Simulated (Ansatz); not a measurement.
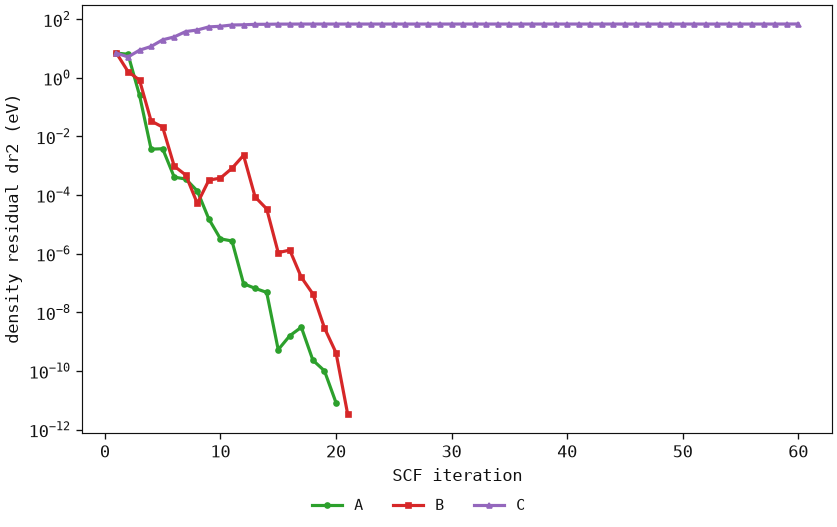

Convergence of one system under several settings.
- system: VN$_{2}$ (I4/mcm, 6 atoms in the cell)
- method: DFT, PBE, PAW, plane waves, scalar-relativistic in Ansatz 0.2.0; cutoff 420 eV, 6×6×7 k-mesh, Fermi–Dirac smearing of 0.03 eV, collinear spins

A: Broyden, beta 0.7, preconditioner local_kerker
B: default SCF settings
C: linear mixing, beta 0.7, Kerker

### Which runs converged, and in how many iterations?

Run A converged in 20 iterations. Run B converged in 21 iterations. Run C stopped unconverged after 60 (a two-step oscillation of the energy, not drawn).

The converged runs agree in energy within 1 meV per atom.
